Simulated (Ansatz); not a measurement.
Ga3AsN2

```cif
data_structure
_symmetry_space_group_name_H-M 'P 1'
_symmetry_Int_Tables_number 1
_cell_length_a 3.4676
_cell_length_b 3.4676
_cell_length_c 8.7942
_cell_angle_alpha 90.000
_cell_angle_beta 90.000
_cell_angle_gamma 120.000
_cell_volume 91.58
loop_
_atom_site_label
_atom_site_type_symbol
_atom_site_fract_x
_atom_site_fract_y
_atom_site_fract_z
_atom_site_occupancy
N1 N 0.00000 0.00000 0.02033 1
N2 N 0.33333 0.66667 0.31130 1
As1 As 0.66667 0.33333 0.65926 1
Ga1 Ga 0.33333 0.66667 0.08597 1
Ga2 Ga 0.66667 0.33333 0.37544 1
Ga3 Ga 0.00000 0.00000 0.79771 1
```

Space group P3m1; started from the ordered alloy on zincblende lattice prototype, which need not be the ambient phase.

Theory: DFT, PBE, plane waves, PAW in Ansatz.

> What can the converged valence pseudo-density and electron localisation function tell about the bonding?

Ga–N (1.96 Å): ρ at the midpoint is about 0.77 e/Å³; the ELF peaks at about 0.85 in the valence shell of N, 0.6 Å from its nucleus, and is about 0.50 at the midpoint.
Ga–As (2.34 Å): the density is about 0.57 e/Å³ at the midpoint; the ELF peaks at about 0.75 between the atoms.
Ga–N (2.08 Å): ρ at the midpoint is about 0.57 e/Å³; the ELF peaks at about 0.85 in the valence shell of N, 0.7 Å from its nucleus, and is about 0.45 at the midpoint.

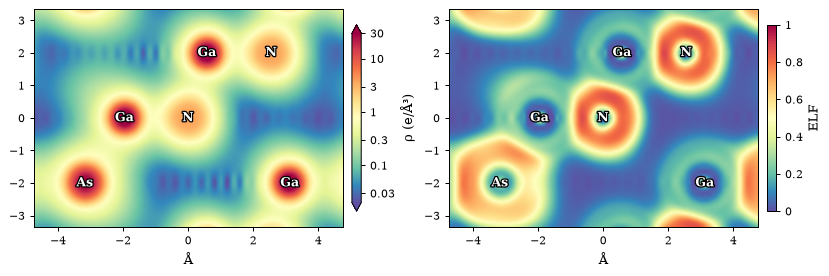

Computed valence pseudo-density and electron localisation function on the (110) plane of the conventional cell, in this order. 

In a PAW calculation such maps are meaningful between the atoms, not at the nuclei.
